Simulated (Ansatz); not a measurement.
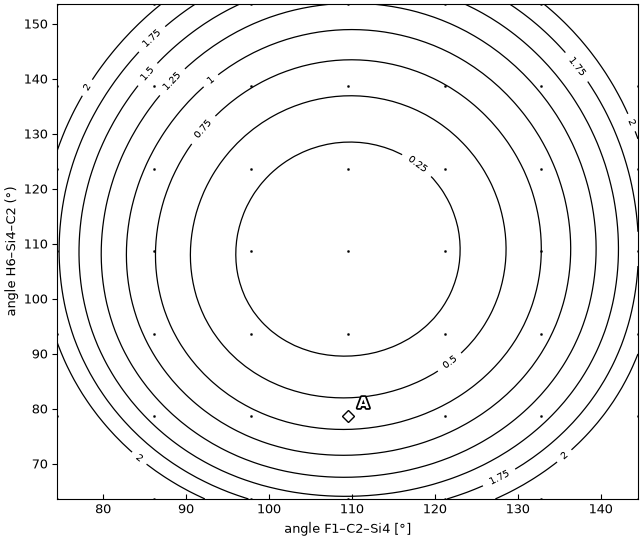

CH4F2Si, SMILES FC(F)[SiH3]. 
- The first coordinate is: angle F1–C2–Si4; the second: angle H6–Si4–C2.
- Nothing is relaxed (all other coordinates rigid).
- The scan uses a 7 × 7 grid.
- Points are written as (first, second).
- Energies: eV, counted from the relaxed molecule at the same level.
- Method: Ansatz, RKS PBE0-D4/def2-SVP.

The picture shows contour lines labelled in eV (none above 2), dots at the grid points, the point A. Between grid points the surface is interpolated.

Is A at rest? If not, where is it pushed?

A, at (109.5°, 78.6°), is not a stationary point. The computed force is 0.0015 eV for each degree towards smaller values of angle F1–C2–Si4 and 0.045 eV for each degree towards larger values of angle H6–Si4–C2.
